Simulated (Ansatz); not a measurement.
One stationary structure of Ta. Space group Im-3m (No. 229), bcc (W type). Level of theory: PBEsol (plane waves to 420 eV, PAW, scalar-relativistic; Ansatz, an electronic-structure program).

```cif
data_Ta
_chemical_formula_sum 'Ta1'
_space_group_name_H-M_alt 'P 1'
_space_group_IT_number 1
_cell_length_a 2.84226
_cell_length_b 2.84226
_cell_length_c 2.84226
_cell_angle_alpha 109.471
_cell_angle_beta 109.471
_cell_angle_gamma 109.471
loop_
_space_group_symop_operation_xyz
  'x, y, z'
loop_
_atom_site_label
_atom_site_type_symbol
_atom_site_fract_x
_atom_site_fract_y
_atom_site_fract_z
_atom_site_occupancy
Ta1 Ta 0.00000 0.00000 0.00000 1
```

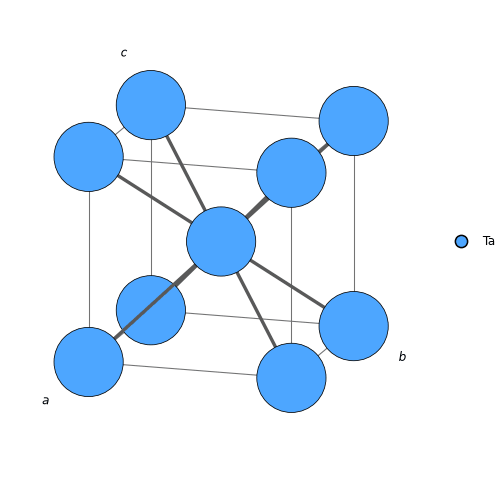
*The conventional cell of the relaxed structure*

| Item | Value |
|---|---|
| Volume per atom | 17.68 Å³ |
| Band gap | zero (metallic) |
| Shortest distances | Ta–Ta 2.84 Å |
| k-mesh | 20×20×20 |

Band energies at high-symmetry points (eV from the Fermi level; labels of this space group; no spin-orbit coupling), from −5 eV up to 3.8 eV:

```json
[
 {"point": "Γ", "energies": "0.74 0.74 0.74"},
 {"point": "H", "energies": "-3.91 -3.91"},
 {"point": "N", "energies": "-4.45 -1.59 1.72"},
 {"point": "P", "energies": "-1.22 -1.22 -1.22"}
]
```

No spin polarisation in the result.

Measured for Ta: a 3.299 Å (static lattice; corrected from measurement; as listed in Daniel Mejia-Rodriguez, S. B. Trickey, Phys. Rev. B (2018)). Computed minus measured — a: PBEsol -0.5 %. The computed values are for a static lattice.

The run could not lose the symmetry of its start.

It was reached from a disturbed copy of a P6₃/mmc (No. 194) cell (AFLOW prototype A_hP4_194_ac (A3', as in La)), against which it lies -0.27 eV/atom.
